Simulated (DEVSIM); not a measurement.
Device: Au/SiON/p-InP capacitor, at 300 K.

```
layer (left to right)  material  thickness (nm)  Na (cm⁻³)
---------------------  --------  --------------  ---------
1                          SiON            8.10          -
2                           InP            2000       1e17
```

Metal gate on the left, work function 5.1 eV. Fixed charge at the semiconductor interface -1.03e12 cm⁻² (in units of +e); no interface traps.

This is a model device: material constants are rounded textbook-type values typed into the input, and sizes, dopings and lifetimes were drawn at random. Values at 300 K.

```tsv
parameter	SiON	InP
gap (eV)	7	1.344
affinity (eV)	1.4	4.38
permittivity	5.5	12.5
Nc (cm⁻³)	-	5.7e17
Nv (cm⁻³)	-	1.1e19
```

Simulated with DEVSIM: 1D Poisson equation in equilibrium, Boltzmann statistics, complete ionisation; no quantum confinement or tunnelling. Metal contacts follow the ideal Schottky-Mott rule: no Fermi-level pinning, no interface dipoles.

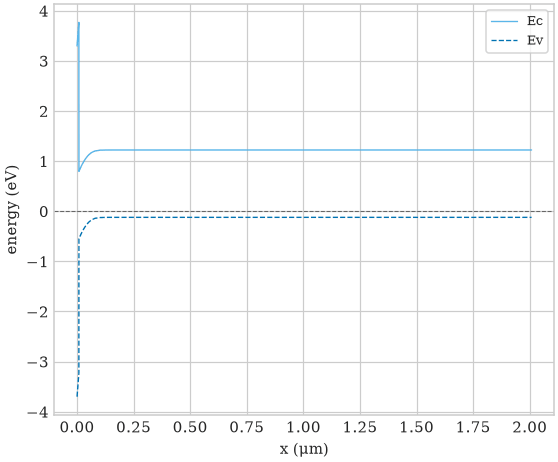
*Band edges at 0.4 V on the gate*

Energies count from the Fermi level of the right contact; mesh points crowd at the junctions.

```csv
x (μm),Ec (eV),Ev (eV),n (cm⁻³),p (cm⁻³),field (V/cm)
0.000,3.300,-3.700,< 1e2,< 1e2,580000
0.001145,3.367,-3.633,< 1e2,< 1e2,580000
0.003086,3.480,-3.520,< 1e2,< 1e2,580000
0.005675,3.631,-3.369,< 1e2,< 1e2,580000
0.007716,3.751,-3.249,< 1e2,< 1e2,580000
0.008742,0.799,-0.545,21000,7.8e9,110000
0.01074,0.820,-0.524,9400,1.8e10,100000
0.01708,0.884,-0.460,810,2.0e11,95000
0.02830,0.981,-0.363,< 1e2,8.9e12,79000
0.05194,1.128,-0.216,< 1e2,2.6e15,45000
0.1017,1.218,-0.126,< 1e2,8.5e16,3000
0.2600,1.222,-0.122,< 1e2,1.0e17,≈ 0
0.5400,1.222,-0.122,< 1e2,1.0e17,≈ 0
1.105,1.222,-0.122,< 1e2,1.0e17,≈ 0
1.671,1.222,-0.122,< 1e2,1.0e17,≈ 0
1.848,1.222,-0.122,< 1e2,1.0e17,≈ 0
1.933,1.222,-0.122,< 1e2,1.0e17,≈ 0
1.973,1.222,-0.122,< 1e2,1.0e17,≈ 0
1.996,1.222,-0.122,< 1e2,1.0e17,≈ 0
2.003,1.222,-0.122,< 1e2,1.0e17,≈ 0
2.006,1.222,-0.122,< 1e2,1.0e17,≈ 0
2.008,1.222,-0.122,< 1e2,1.0e17,≈ 0
```
